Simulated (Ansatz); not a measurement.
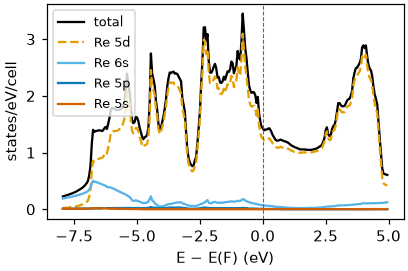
Figure. Total and projected density of states of Re (hcp (Mg type), P6_3/mmc), DFT-r²SCAN in the program Ansatz with PAW potentials

### Question
Which orbitals carry the states next to the Fermi level?

### Answer
Within 0.5 eV of the Fermi level: Re 5d 88 %, outside the projected shells 7 %. Projections are on Löwdin-orthogonalised atomic valence shells; empty p or d shells of many metals are not among them.

### Question
Where is the tallest occupied peak in this window, and what makes it?

### Answer
Near -0.8 eV, about 3.5 states/eV per cell; the largest projected share is Re 5d.

Symmetry was held in the r²SCAN relaxation; of distortions, only those at the zone centre were tested. The run is not spin-polarised. Spin–orbit coupling is left out wherever it is not named.

Potentials: the later of the program's two PAW sets.
